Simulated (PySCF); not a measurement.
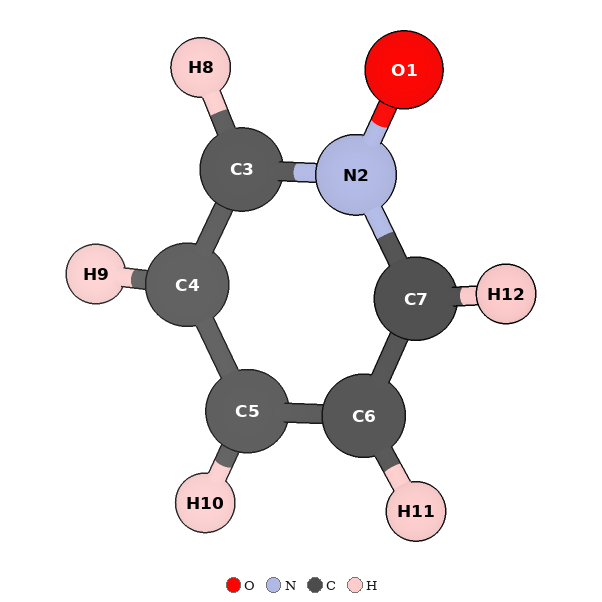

Computed geometry: PBE0-D3(BJ)/def2-SVP optimisation. No frequency run is at hand to confirm it as a minimum. Electric field gradients from the ground-state density, B3LYP/6-31G* (PySCF 2.14.0), non-relativistic apart from any core potentials.

Give the largest field-gradient component, the quadrupole coupling constant and the asymmetry for 17O at O1 (Q = −25.6 mb), 14N at N2 (Q = 20.44 mb), 2H at H8 (Q = 2.86 mb), 2H at H9 (Q = 2.86 mb).

```tsv
atom	V_zz (a.u.)	e²qQ/h (MHz)	η
O1	2.290	−13.78	0.73
N2	0.149	0.717	0.85
H8	0.287	0.193	0.09
H9	0.288	0.193	0.06
```
